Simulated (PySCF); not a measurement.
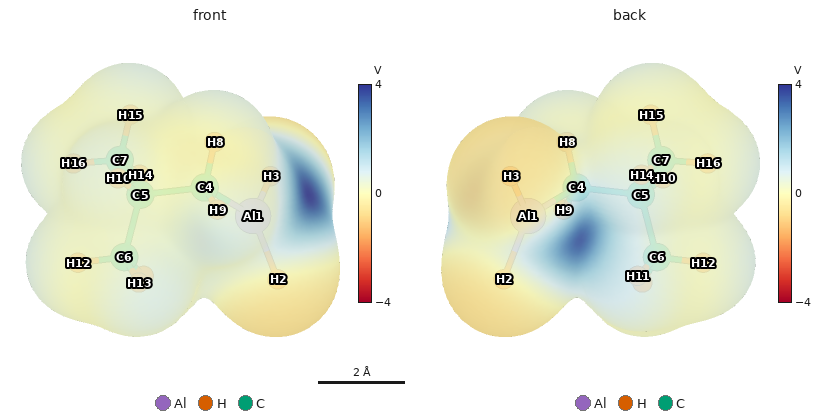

The picture shows: C$_{4}$H$_{11}$Al (AlH2(iBu)). The electrostatic potential painted on the density surface at 0.002 e/bohr³, seen from the front and from behind; red is negative and blue positive.

Geometry: PBE0-D3(BJ)/def2-SVP.

The calculation used CAM-B3LYP/def2-SVPD, SCF density, gas phase in PySCF 2.14.0.

The calculation's input:

```
{"job": {"kind": "uv", "xc": "CAM-B3LYP", "basis": "def2-SVPD", "ip": false, "nstates": 15}, "charge": 0, "multiplicity": 1}
Al     0.954005     1.528128     1.259910
H      2.549049     1.521197     1.301071
H      0.213725     2.941969     1.264874
C     -0.066074    -0.163859     1.262409
C     -0.423216    -0.712687    -0.129171
C      0.828647    -1.009087    -0.948587
C     -1.354586     0.233703    -0.878928
H     -0.992646    -0.013217     1.846524
H      0.525893    -0.917041     1.814491
H     -0.963705    -1.669218     0.001726
H      1.398719    -0.084376    -1.158340
H      0.580724    -1.461928    -1.921464
H      1.506917    -1.694621    -0.417711
H     -0.869090     1.208953    -1.068378
H     -2.272213     0.435812    -0.305134
H     -1.650488    -0.177660    -1.856861
```

Run with:

```sh
OMP_NUM_THREADS=1 python probes_run.py task.json out
```

Q: Where is the surface potential most negative and most positive?

A: The most negative region (about −0.7 V) lies over H2 and H3, the most positive (about +3.5 V) over Al1.
